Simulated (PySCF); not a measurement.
# C$_{6}$H$_{11}$F: a changed input and its effect

System: C$_{6}$H$_{11}$F.
Method of run 1: GIAO PBE0/pcSseg-1 NMR shielding, non-relativistic, IEF-PCM acetone (PySCF 2.14.0).

The geometry comes from this level: PBE0-D3(BJ)/def2-SVP. Text and figures count atoms from 1; the logs count them from 0 in places.

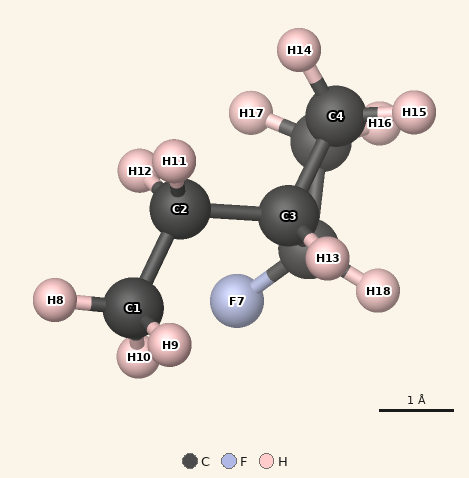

The input geometry (ball-and-stick view, seen at a tilt; atoms are numbered from 1 in the order of the input).

## Input file, run 1
```
{"job": {"kind": "nmr", "xc": "PBE0", "basis": "pcSseg-1", "solvent": "acetone", "pop": true}, "charge": 0, "multiplicity": 1}
C      2.275959    -0.790450    -0.022179
C      1.074410    -0.017214     0.499973
C      0.042172     0.296709    -0.573472
C     -1.230338     1.002866    -0.044832
C     -1.950916    -0.359971    -0.014976
C     -0.873555    -0.884552    -0.959000
F     -0.412110    -2.152541    -0.715050
H      2.995297    -1.004271     0.783150
H      2.807438    -0.216316    -0.798162
H      1.964213    -1.747500    -0.464037
H      1.407648     0.940133     0.937775
H      0.596674    -0.574908     1.323986
H      0.541386     0.789367    -1.424489
H     -1.128360     1.534108     0.913077
H     -1.664543     1.694752    -0.780956
H     -2.999452    -0.416232    -0.342090
H     -1.858144    -0.849096     0.966002
H     -1.179541    -0.836654    -2.017965
```

The first line tells a small driver script what to run in PySCF; the rest is the geometry in Å.

Launched with:
```bash
OMP_NUM_THREADS=1 python <driver script> task.json out
```

Hardware: 1 CPU thread, shared host.

## Output (run 1)
```
coarse grid: 14424 points
cycle   1  E = -334.5569669822  dE =  6.897e-01  |g| = 5.223e-01  |ddm| = 3.584e+00
cycle   2  E = -334.5396231181  dE =  1.734e-02  |g| = 6.398e-01  |ddm| = 8.220e-01
cycle   3  E = -334.6127645109  dE = -7.314e-02  |g| = 5.091e-02  |ddm| = 4.533e-01
cycle   4  E = -334.6130718022  dE = -3.073e-04  |g| = 2.987e-02  |ddm| = 5.328e-02
cycle   5  E = -334.6132538698  dE = -1.821e-04  |g| = 3.619e-03  |ddm| = 2.553e-02
cycle   6  E = -334.6132562454  dE = -2.376e-06  |g| = 1.261e-03  |ddm| = 4.020e-03
final grid: 137944 points
cycle   7  E = -334.6642460204  dE = -4.460e-05  |g| = 9.773e-03  |ddm| = 3.243e-02
cycle   8  E = -334.6642313603  dE =  1.466e-05  |g| = 1.301e-02  |ddm| = 1.943e-02
cycle   9  E = -334.6642696085  dE = -3.825e-05  |g| = 1.111e-03  |ddm| = 1.066e-02
cycle  10  E = -334.6642698029  dE = -1.944e-07  |g| = 2.428e-04  |ddm| = 9.138e-04
cycle  11  E = -334.6642698120  dE = -9.093e-09  |g| = 3.930e-05  |ddm| = 1.791e-04
cycle  12  E = -334.6642698122  dE = -2.732e-10  |g| = 1.782e-05  |ddm| = 4.559e-05
converged SCF energy = -334.6642698122

GIAO shielding tensors (ppm)
atom      isotropic    diamagn.    paramagn.     s11        s22        s33       span
  0 C      169.426     245.995     -76.569    157.399    164.664    186.216     28.817
  1 C      157.848     246.632     -88.784    139.247    160.901    173.396     34.150
  2 C      140.283     250.206    -109.923    129.647    140.253    150.949     21.302
  3 C      166.561     249.174     -82.613    147.581    168.863    183.238     35.657
  4 C      154.420     253.268     -98.848    136.574    147.410    179.275     42.701
  5 C       96.152     244.063    -147.910     60.299     76.127    152.032     91.733
  6 F      386.158     474.624     -88.466    330.622    395.907    431.945    101.322
  7 H       30.171      27.667       2.505     25.630     27.246     37.639     12.009
  8 H       30.397      28.953       1.444     26.425     28.095     36.669     10.244
  9 H       30.020      29.604       0.415     24.287     30.886     34.887     10.600
 10 H       29.895      31.091      -1.196     24.612     29.333     35.740     11.128
 11 H       29.433      31.565      -2.132     25.571     29.740     32.988      7.418
 12 H       29.010      32.993      -3.983     24.980     28.589     33.462      8.482
 13 H       29.992      30.479      -0.487     26.374     27.668     35.936      9.561
 14 H       29.650      30.411      -0.761     26.388     26.494     36.068      9.680
 15 H       28.949      28.988      -0.038     25.301     26.021     35.525     10.224
 16 H       28.976      30.710      -1.734     25.956     27.845     33.127      7.171
 17 H       26.198      30.127      -3.928     22.736     26.669     29.191      6.455
```

The input of run 2 differs as follows (lines with − go, lines with + come):
```diff
-"solvent": "acetone"
-"pop": true
+"solvent": "methanol"
+"pop": false
```

Predict how the results change.

The total energy of run 2 is 0.07 kcal/mol lower: the change of the electrostatic solvation energy at this fixed geometry, without cavity or dispersion terms. Of all shieldings, the largest change is that of F7, by +0.2 ppm. The number of SCF iterations is the same.

## Output (run 2)
```
coarse grid: 14424 points
cycle   1  E = -334.5571455762  dE =  6.896e-01  |g| = 5.221e-01  |ddm| = 3.584e+00
cycle   2  E = -334.5399242944  dE =  1.722e-02  |g| = 6.389e-01  |ddm| = 8.197e-01
cycle   3  E = -334.6128730820  dE = -7.295e-02  |g| = 5.080e-02  |ddm| = 4.519e-01
cycle   4  E = -334.6131789549  dE = -3.059e-04  |g| = 2.981e-02  |ddm| = 5.313e-02
cycle   5  E = -334.6133602563  dE = -1.813e-04  |g| = 3.605e-03  |ddm| = 2.543e-02
cycle   6  E = -334.6133626156  dE = -2.359e-06  |g| = 1.254e-03  |ddm| = 3.987e-03
final grid: 137944 points
cycle   7  E = -334.6643522183  dE = -4.462e-05  |g| = 9.765e-03  |ddm| = 3.243e-02
cycle   8  E = -334.6643376544  dE =  1.456e-05  |g| = 1.299e-02  |ddm| = 1.939e-02
cycle   9  E = -334.6643757697  dE = -3.812e-05  |g| = 1.110e-03  |ddm| = 1.062e-02
cycle  10  E = -334.6643759635  dE = -1.938e-07  |g| = 2.422e-04  |ddm| = 9.113e-04
cycle  11  E = -334.6643759726  dE = -9.044e-09  |g| = 3.916e-05  |ddm| = 1.785e-04
cycle  12  E = -334.6643759729  dE = -2.721e-10  |g| = 1.777e-05  |ddm| = 4.533e-05
converged SCF energy = -334.6643759729

GIAO shielding tensors (ppm)
atom      isotropic    diamagn.    paramagn.     s11        s22        s33       span
  0 C      169.440     246.014     -76.574    157.425    164.660    186.236     28.811
  1 C      157.868     246.641     -88.772    139.270    160.923    173.412     34.142
  2 C      140.287     250.200    -109.913    129.636    140.253    150.971     21.336
  3 C      166.585     249.178     -82.593    147.601    168.890    183.265     35.664
  4 C      154.433     253.279     -98.846    136.578    147.427    179.293     42.715
  5 C       96.131     244.094    -147.962     60.250     76.073    152.071     91.820
  6 F      386.377     474.653     -88.276    330.845    396.137    432.148    101.304
  7 H       30.170      27.669       2.501     25.628     27.244     37.638     12.009
  8 H       30.392      28.952       1.440     26.420     28.089     36.666     10.246
  9 H       30.029      29.619       0.410     24.297     30.897     34.894     10.597
 10 H       29.891      31.089      -1.198     24.607     29.328     35.739     11.132
 11 H       29.433      31.568      -2.134     25.571     29.740     32.989      7.418
 12 H       29.005      32.987      -3.982     24.974     28.582     33.459      8.485
 13 H       29.991      30.478      -0.487     26.371     27.666     35.936      9.565
 14 H       29.646      30.405      -0.759     26.382     26.488     36.068      9.686
 15 H       28.946      28.983      -0.037     25.297     26.018     35.523     10.226
 16 H       28.976      30.713      -1.737     25.956     27.845     33.126      7.170
 17 H       26.191      30.121      -3.930     22.729     26.660     29.185      6.456
```

## The two runs side by side

```csv
quantity,run 1,run 2
outcome,converged,converged
total energy (hartree),−334.664270,−334.664376
HOMO (eV),−8.27,−8.26
LUMO (eV),1.54,1.54
dipole moment (D),2.09,2.11
shielding of C1 (ppm),169.4,169.4
shielding of C2 (ppm),157.8,157.9
shielding of C4 (ppm),166.6,166.6
shielding of C5 (ppm),154.4,154.4
shielding of C6 (ppm),96.2,96.1
shielding of F7 (ppm),386.2,386.4
shielding of H10 (ppm),30.0,30.0
SCF iterations,12,12
basis functions,174,174
wall time (shared host),23 s,21 s
```
